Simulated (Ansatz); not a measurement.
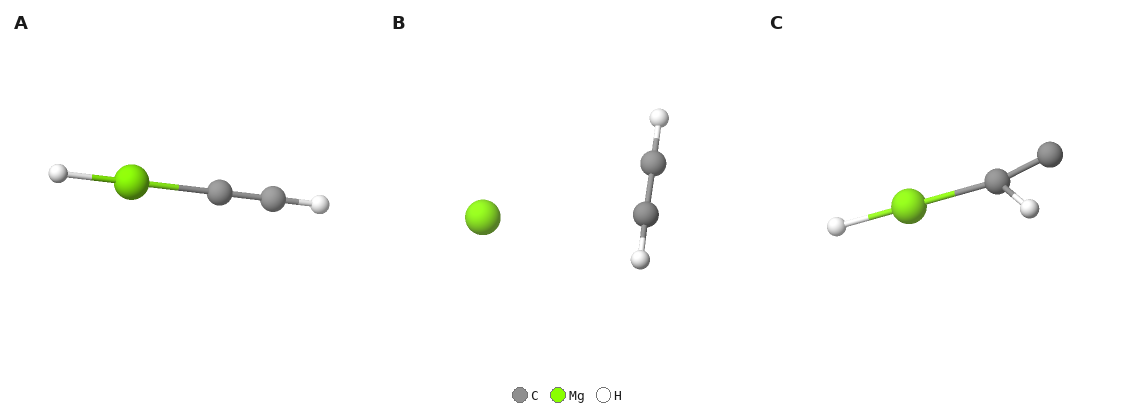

3 stationary structures of one formula. Geometries: PBE-D4/def2-SVP. Electronic energies: PBE-D4/def2-SVP (Ansatz 0.2.0), without zero-point energy. No frequency run is at hand to confirm each as a minimum.

Which is lowest in energy, and by how much?

Answer. A is lowest (C∞v); B lies 7.3 kcal/mol above it (Cs), C lies 41.6 kcal/mol above it.
